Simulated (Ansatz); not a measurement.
**H6N2Si···HF: density, localisation and related maps**

The calculation's input:

```
crystal:
  periodic: [false, false, false]
  atoms:
    - { symbol: Si, position_ang: [-0.058904, 0.170701, 0.155918] }
    - { symbol: "N", position_ang: [-0.032544, 0.076735, 1.951948] }
    - { symbol: H, position_ang: [-0.920687, 0.023967, 2.444149] }
    - { symbol: H, position_ang: [0.582624, 0.720637, 2.438445] }
    - { symbol: H, position_ang: [1.366881, 0.299168, -0.212547] }
    - { symbol: "N", position_ang: [-0.854785, 1.481193, -0.645538] }
    - { symbol: H, position_ang: [-1.861842, 1.502166, -0.746358] }
    - { symbol: H, position_ang: [-0.46906, 2.417269, -0.651607] }
    - { symbol: H, position_ang: [-0.819895, -1.021538, -0.275628] }
    - { symbol: F, position_ang: [1.338204, -2.191333, 0.721177] }
    - { symbol: H, position_ang: [1.007507, -1.869665, 1.53404] }
basis:
  gaussian: { orbitals: "6-31G*" }
hamiltonian:
  xc: r2scan
  dispersion: d4
relax:
  f_tol: 0.03
  max_steps: 50
output:
  orbitals: {}
```

Launched as:

```sh
ansatz run input.yaml --threads 2 --pin off --max-ram 3072MiB --backend cpu --events-out ev --progress --plain --runs-dir out
```

The fields are those of the run's last geometry, not of the input's.

Level of theory: RKS r2SCAN-D4/6-31G* (Ansatz).

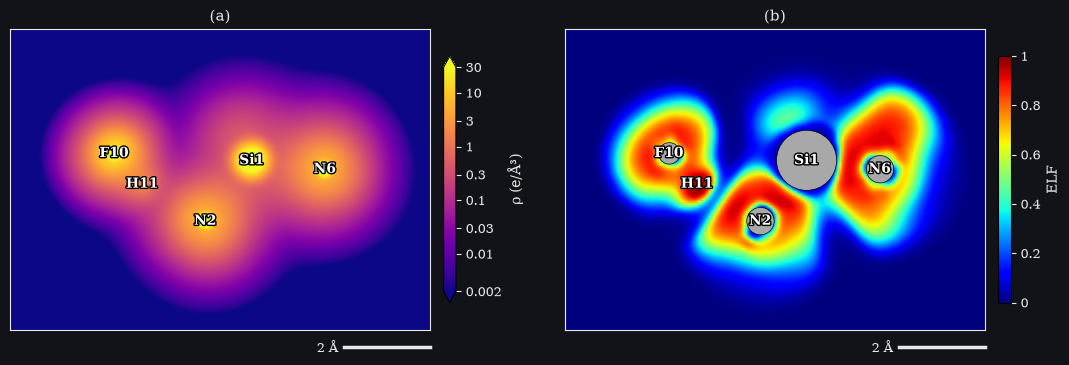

Figure 1. (a) electron density; (b) electron localisation function on the plane of atoms N2, Si1 and N6. Grey discs cover the atomic cores in the ELF map.

> What does the map show?

Atoms in the plane: Si, N, F and H.
N2···H11 (1.71 Å): the density falls to about 0.37 e/Å³ on the way; the ELF dips to about 0.25 between them: a closed-shell contact with the geometry of a hydrogen bond.
Si–N (1.72 Å): ρ at the midpoint is about 1.1 e/Å³; the ELF peaks at about 0.90 between the atoms, as expected for a shared but strongly polarised pair.
F–H (0.97 Å): ρ is about 4.1 e/Å³ halfway; the ELF climbs to about 1 towards the hydrogen, as it does in any bond to H; a covalent bond by its length.
Si–N (1.78 Å): ρ at the midpoint is about 0.99 e/Å³; the ELF peaks at about 0.95 between the atoms, as expected for a shared but strongly polarised pair.
The ELF also peaks beside F10 and N6, away from the bonds: lone-pair regions.

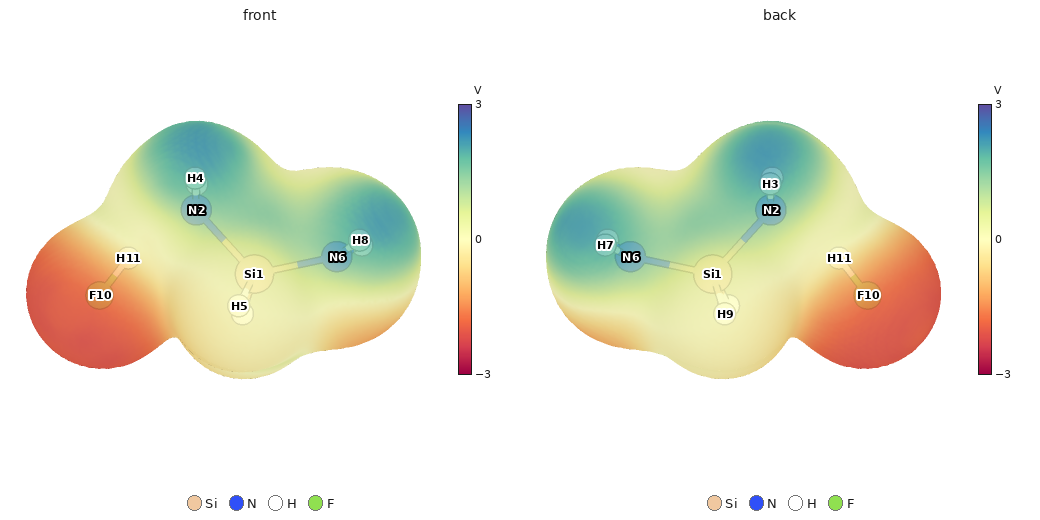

Figure 2. The electrostatic potential painted on the density surface at 0.002 e/bohr³, seen from the front and from behind; red is negative and blue positive.

> Where is the surface potential most negative and most positive?

The most negative region (about −2.1 V, or −48 kcal/mol for a unit charge) lies over F10, the most positive (about +2.2 V, or +51 kcal/mol for a unit charge) over H3, H4 and H8.

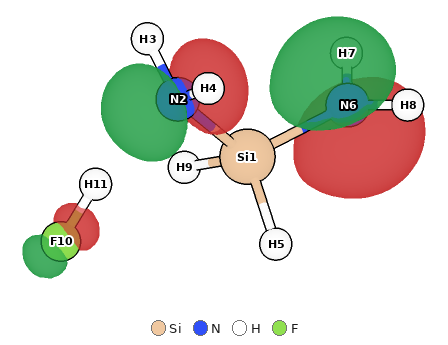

Figure 3. The HOMO at ±0.15 Å⁻³ᐟ² (green and red are the two phases), seen at a tilt.

> Describe this orbital and give its energy.

It lies mainly on N6 (about 55 %) and N2 (about 20 %). Its energy is −6.23 eV.
